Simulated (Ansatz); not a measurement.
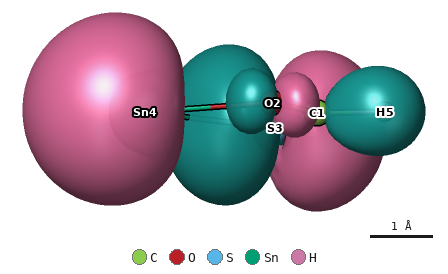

*CHOSSn (SMILES C1=[S]=[Sn][O]1) (doublet). The HOMO (β) at ±0.08 Å⁻³ᐟ² (teal and pink are the two phases), seen from one side.*

Geometry: B3LYP-D3(BJ)/def2-SVP; core potentials replace the inner electrons of Sn.

Method: isolated molecule in a Gaussian basis; Kohn-Sham density functional theory, functional PBE0 (Ansatz 0.2.0).

Input

```
crystal:
  periodic: [false, false, false]
  atoms:
    - {symbol: C, position_ang: [-0.913717, -0.021585, -0.183931]}
    - {symbol: O, position_ang: [-0.168581, 0.957520, 0.081424]}
    - {symbol: S, position_ang: [-0.269955, -1.495837, -0.754453]}
    - {symbol: Sn, position_ang: [1.877015, 0.075173, -0.420770]}
    - {symbol: H, position_ang: [-2.005830, 0.083778, -0.041860]}
basis:
  gaussian:
    orbitals: def2-TZVPD
magnetization:
  spin_polarized: true
  initial_magnetization: 1
hamiltonian:
  xc: pbe0
output: {forces: true, orbitals: {seedname: orbitals}}
```

Command:

```sh
ansatz run input.yaml --threads 1 --pin off --max-ram 2610MiB --events-out events.jsonl --progress --plain --runs-dir runs
```

### What is the character of this orbital?

It lies mainly on S3 (about 50 %) and Sn4 (about 40 %); it is symmetric in the molecular plane (an in-plane orbital: σ, lone-pair or in-plane π type). Its energy is −7.55 eV.
